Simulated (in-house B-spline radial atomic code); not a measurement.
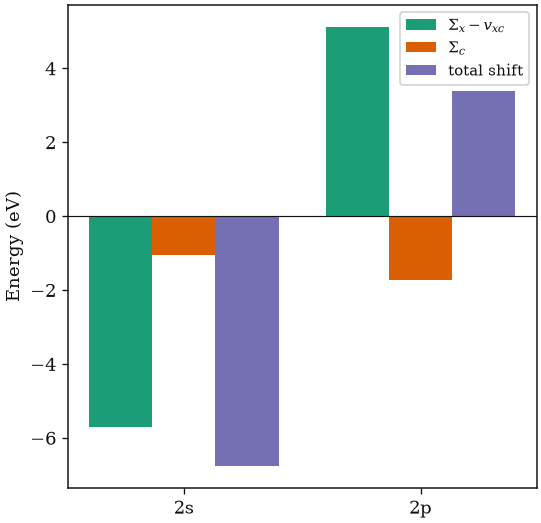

Parts of the G₀W₀ correction to each level for B⁺ ([He] 2s²). All-electron spherical atom, scalar X2C, LDA exchange-only start, no spin-orbit coupling, Breit or QED terms; computed with a B-spline radial code. The quasi-particle equation is solved at full frequency; levels of low quasi-particle weight Z are left out. Σ columns are in eV, and Σc holds an estimate for the angular momenta beyond the basis. G₀W₀ moves the highest occupied level, 2s, from −18.15 to −24.92 eV (renormalisation factor Z = 0.88); the measured removal energy is 25.15 eV, so the error is −0.24 eV. The empty level 2p goes from −12.23 to −8.85 eV.

| Level | Mean field (eV) | Σx − vxc (eV) | Σc (eV) | Z | G₀W₀ (eV) |
| --- | --- | --- | --- | --- | --- |
| 2s | −18.15 | −5.71 | −1.05 | 0.88 | −24.92 |
| 2p | −12.23 | 5.12 | −1.74 | 0.90 | −8.85 |

**Run report: B⁺, RPA and GW calculation**

B⁺, configuration [He] 2s2. Computed at this level: RPA, second-order and SOSEX correlation energies and G0W0 (contour deformation) on a scalar-relativistic (spin-free one-electron X2C) mean field, all electrons, B-spline basis (in-house B-spline radial atomic code).

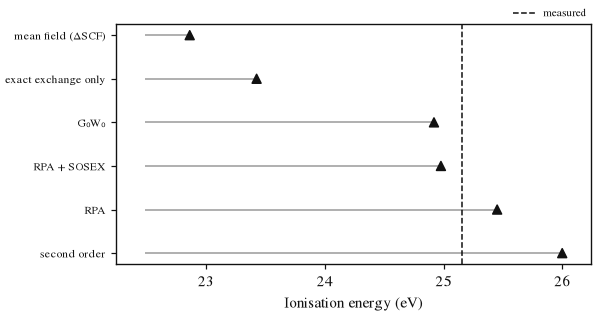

The ionisation energy of B⁺ ([He] 2s² → [He] 2s) across levels of theory. Differences of total energies, each species on its own start, beside the G₀W₀ level. The values run from 22.86 eV (mean field (ΔSCF)) to 26.00 eV (second order). The measured value is 25.15 eV; nearest to it come RPA + SOSEX (−0.18) and G₀W₀ (−0.24), furthest mean field (ΔSCF) (−2.29 eV).

| Method | Ionisation energy (eV) |
| --- | --- |
| mean field (ΔSCF) | 22.86 |
| exact exchange only | 23.43 |
| second order | 26.00 |
| RPA | 25.45 |
| RPA + SOSEX | 24.98 |
| G₀W₀ | 24.92 |

These pictures come from the run below.

### The input
```
Z = 5
electrons = 4.0
configuration = [He] 2s2
hamiltonian = x2c
method = lda,
lmax = 9
rms_radius = 2.406
spin_polarised = False
box_radius = 23.78
intervals = 73
ion_configuration = [He] 2s1
```

The run was one of a batch that the task file lists, launched with:
```bash
python <driver script> task.json out
```

The program writes its results to a structured record and prints no log; tables and figures of this report are taken from that record.

### Results in brief

| quantity | value |
| --- | --- |
| outcome | converged |
| mean-field total energy | −23.79268 hartree |
| total energy with exact exchange alone | −24.23948 hartree |
| exact exchange energy | −3.45120 hartree |
| RPA correlation, extrapolated in the angular momentum of the empty orbitals | −0.20701 hartree |
| RPA correlation, as summed | −0.20673 hartree |
| direct second-order term | −0.28737 hartree |
| second-order exchange term | 0.14126 hartree |
| SOSEX term | 0.10169 hartree |
| hardware | 1 CPU thread, shared host |
| wall time | 1.9 s |
